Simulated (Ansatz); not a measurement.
# One shape, several levels: singlet HS+

Wanted: a comparison of 6 runs (r2SCAN0/cc-pVDZ, CCSDT(Q)/3-21G, CCSDTQ/3-21G, CCSDT/cc-pVDZ, CCSD(T)/cc-pVDZ, FCI/3-21G) of singlet HS+. 

Program for the calculation: Ansatz 0.2.0.

55 further runs of the same task are left out: 2 that didn't finish, 53 set aside as unsound or not needed.

### 1 The system as given

HS+: 2 atoms, total charge +1, spin state singlet. As SMILES of the parent species, `[SH]`. The shape is that of a GFN2-xTB optimisation. That shape belongs to the parent species and isn't relaxed for this state.

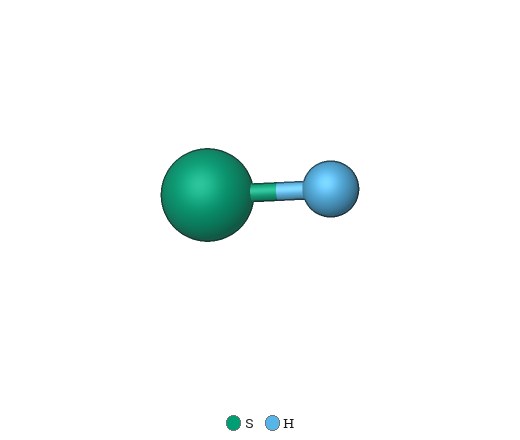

The structure, seen from a chosen angle (sulfur teal, hydrogen blue).

### 2 The energy at r2SCAN0/cc-pVDZ (run 1)

run.yaml

```yaml
crystal:
  periodic: [false, false, false]
  atoms:
    - {symbol: S, position_ang: [0.568010, -0.185670, 0.292090]}
    - {symbol: H, position_ang: [-0.568010, 0.185670, -0.292090]}
basis:
  gaussian:
    orbitals: cc-pVDZ
total_charge: 1
hamiltonian:
  xc: {name: r2SCAN0}
accuracy: high
```

Launch:

```
$ ansatz run run.yaml --threads 1 --pin off --max-ram 2610MiB --events-out events.jsonl --progress --plain --runs-dir runs
```

Log:

```text
Warning: RAYON_NUM_THREADS=1 ignored (pool sized by the plan → 1); use --threads N
Functional definition: r2SCAN0
  name "r2SCAN0"
  parameter a = 0.25
  parameter k0 = 0.174
  parameter k1 = 0.065
  parameter a1 = 4.9479
  exchange = (1 - a)*r2scan_x(k0 = k0, k1 = k1, a1 = a1) + a*exact_x
  correlation = r2scan_c
415 factors; integrals over basis functions are off by at most 3.0e-9 eV
mean field evaluation 1: about -10836.7204 eV, gradient 9.2e0 eV
mean field evaluation 2: about -10836.9274 eV, gradient 3.6e0 eV
mean field evaluation 4: about -10836.9608 eV, gradient 3.0e-1 eV
mean field evaluation 8: about -10836.9529 eV, gradient 1.2e-2 eV
mean field evaluation 16: about -10836.9529 eV, gradient 9.9e-8 eV
mean field -10836.95290763 eV, -398.2506738048 hartree, gradient 9.9e-8 eV, S^2 0.000000; 0 other end points of the search recorded, 0 dependent functions left out
reference -10836.95290792 eV, -398.2506738156 hartree; 8, 8 occupied and 15, 15 virtual orbitals, 415 factors
Total energy: -10836.95290792 eV, -398.2506738156 hartree
```

Run time: 1.2 s. Hardware: 1 thread of Arm Neoverse V2, shared host; peak memory 0.091 GiB.

### 3 A single-point energy at CCSDT(Q)/3-21G (run 2)

job.yaml

```yaml
crystal:
  periodic: [false, false, false]
  atoms:
    - {symbol: S, position_ang: [0.568010, -0.185670, 0.292090]}
    - {symbol: H, position_ang: [-0.568010, 0.185670, -0.292090]}
basis:
  gaussian:
    orbitals: 3-21G.json
total_charge: 1
correlation:
  method: ccsdt_q
  frozen_orbitals: {H: 0, S: 5}
accuracy: high
scf:
  omitted_lower_state_checks: [cluster_reference, increment]
```

The basis set 3-21G is read from a file made from the Basis Set Exchange's data (not shown).

Launch:

```
$ ansatz run job.yaml --threads 1 --pin off --max-ram 2610MiB --events-out events.jsonl --progress --plain --runs-dir runs
```

Log:

```text
Warning: RAYON_NUM_THREADS=1 ignored (pool sized by the plan → 1); use --threads N
[... 12 lines left out ...]
5 core orbitals not correlated: weight in the atoms' cores, before any rotation towards them, 1.000 or more for the frozen orbitals, at most 0.000 for the correlated occupied ones
[... 32 lines left out ...]
WARN: these amplitudes may be one of several solutions (largest doubles amplitude 0.98, level shift 0.00 eV)
Total energy: -10769.03912719 eV, -395.7548884072 hartree
Checks for a lower state left out: cluster_reference, increment
```

Run time: 0.28 s. Hardware: 1 thread of Arm Neoverse V2, shared host.

Run 3 isn't shown in full; the table further down has it.

### 4 A single-point energy at CCSDT/cc-pVDZ (run 4)

in.yaml

```yaml
crystal:
  periodic: [false, false, false]
  atoms:
    - {symbol: S, position_ang: [0.568010, -0.185670, 0.292090]}
    - {symbol: H, position_ang: [-0.568010, 0.185670, -0.292090]}
basis:
  gaussian:
    orbitals: cc-pVDZ
total_charge: 1
correlation:
  method: ccsdt
  frozen_orbitals: {H: 0, S: 5}
accuracy: high
scf:
  omitted_lower_state_checks: [cluster_reference, increment]
```

Launch:

```
$ ansatz run in.yaml --threads 1 --pin off --max-ram 2610MiB --events-out events.jsonl --progress --plain --runs-dir runs
```

Log:

```text
Warning: RAYON_NUM_THREADS=1 ignored (pool sized by the plan → 1); use --threads N
[... 12 lines left out ...]
5 core orbitals not correlated: weight in the atoms' cores, before any rotation towards them, 1.000 or more for the frozen orbitals, at most 0.000 for the correlated occupied ones
[... 31 lines left out ...]
WARN: these amplitudes may be one of several solutions (largest doubles amplitude 0.97, level shift 0.00 eV)
Total energy: -10824.98431622 eV, -397.8108361831 hartree
Checks for a lower state left out: cluster_reference, increment
```

Wall time 0.42 s (1 thread of Arm Neoverse V2, shared host).

Run 5 isn't shown in full; the table further down has it.

### 5 A single-point energy at FCI/3-21G (run 6)

Changes to run.yaml since step 2:

```diff
@@ -7,6 +7,7 @@
   gaussian:
-    orbitals: cc-pVDZ
+    orbitals: 3-21G.json
 total_charge: 1
-hamiltonian:
-  xc: {name: r2SCAN0}
+correlation:
+  method: fci
+  frozen_orbitals: {H: 0, S: 5}
 accuracy: high
```

The basis set 3-21G is read from a file made from the Basis Set Exchange's data (not shown).

Launch:

```
$ ansatz run run.yaml --threads 1 --pin off --max-ram 2610MiB --events-out events.jsonl --progress --plain --runs-dir runs
```

Log, cut to the lines that bear on the results:

```text
Warning: RAYON_NUM_THREADS=1 ignored (pool sized by the plan → 1); use --threads N
Functional definition: HF
  name "HF"
[...]
269 factors; integrals over basis functions are off by at most 3.7e-9 eV
[...]
mean field -10767.18569294 eV, -395.6867759550 hartree, gradient 1.0e-8 eV, S^2 0.000000; 2 other end points of the search recorded, 0 dependent functions left out; unrestricted orbitals would lower it
[...]
unrestricted determinant -10768.70516042 eV, -395.7426153550 hartree, S^2 1.0000
5 core orbitals not correlated: weight in the atoms' cores, before any rotation towards them, 1.000 or more for the frozen orbitals, at most 0.000 for the correlated occupied ones
reference -10767.18569294 eV, -395.6867759550 hartree; 3, 3 occupied and 7, 7 virtual orbitals, 269 factors
state -10769.03874011 eV, -395.7548741824 hartree
Total energy: -10769.03874011 eV, -395.7548741824 hartree
```

Run time: 0.46 s. Hardware: 1 thread of Arm Neoverse V2, shared host.

### 6 All runs side by side

| run | level | frozen core orbitals | energy (Eh) | wall time |
| --- | --- | --- | --- | --- |
| 1 | r2SCAN0/cc-pVDZ | – | -398.250674 | 1.2 s |
| 2 | CCSDT(Q)/3-21G | 5 | -395.754888 | 0.28 s |
| 3 | CCSDTQ/3-21G | 5 | -395.754871 | 0.74 s |
| 4 | CCSDT/cc-pVDZ | 5 | -397.810836 | 0.42 s |
| 5 | CCSD(T)/cc-pVDZ | 5 | -397.804091 | 0.24 s |
| 6 | FCI/3-21G | 5 | -395.754874 | 0.46 s |

### 7 Summary of results

| quantity | value |
| --- | --- |
| run 6: total energy | -395.75487 Eh |
| run 6: correlation energy (5 core orbitals frozen) | -68.1 mEh |

Against full CI in this basis: CCSDT(Q) -0.0 mEh; CCSDTQ +0.0 mEh. In runs 2, 3, 4, 5 the log says that unrestricted orbitals would lower the reference, so the values rest on an unstable closed-shell determinant (other closed-shell runs at this shape may share the fault). All runs together took 3.3 s, the longest 1.2 s.
